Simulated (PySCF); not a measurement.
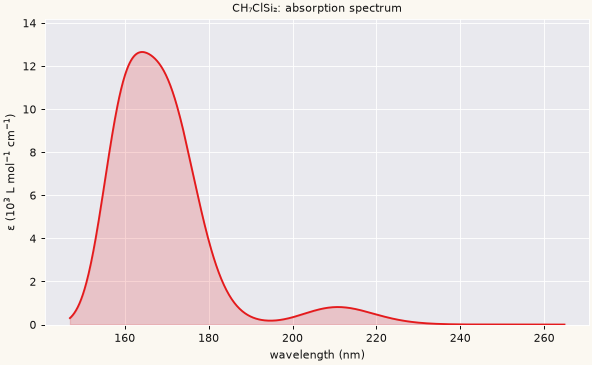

Computed absorption of CH₇ClSi₂, SMILES C[SiH2][SiH2]Cl. Vertical TDDFT excitations, PBE0/def2-TZVPD, PySCF, at a PBE0-D3(BJ)/def2-SVP geometry (no frequency check), gas phase. The lowest 10 singlet states are shown; each is broadened by a Gaussian of 1/e half-width 0.33 eV.

Q: Which of the computed transitions is the brightest, and what character does the calculation give it?

A: S5 at 7.23 eV (171 nm), f = 0.140, mainly HOMO → LUMO+3 (87 %).

Q: List the transitions behind the spectrum.

A:
| state | E (eV) | λ (nm) | f | main character |
| --- | --- | --- | --- | --- |
| S1 | 5.88 | 211 | 0.017 | HOMO → LUMO (97 %) |
| S2 | 6.71 | 185 | 0.002 | HOMO−1 → LUMO (95 %) |
| S3 | 6.99 | 177 | 0.028 | HOMO → LUMO+1 (94 %) |
| S4 | 7.03 | 176 | 0.003 | HOMO → LUMO+2 (94 %) |
| S5 | 7.23 | 171 | 0.140 | HOMO → LUMO+3 (87 %) |
| S6 | 7.49 | 165 | 0.081 | HOMO−2 → LUMO (87 %) |
| S7 | 7.56 | 164 | 0.012 | HOMO−3 → LUMO (96 %) |
| S8 | 7.72 | 161 | 0.097 | HOMO → LUMO+4 (43 %) |
| S9 | 7.80 | 159 | 0.045 | HOMO → LUMO+4 (38 %) |
| S10 | 7.94 | 156 | 0.042 | HOMO−1 → LUMO+1 (48 %) |

Caveats: one conformer of a flexible molecule; core orbitals are frozen in the response.
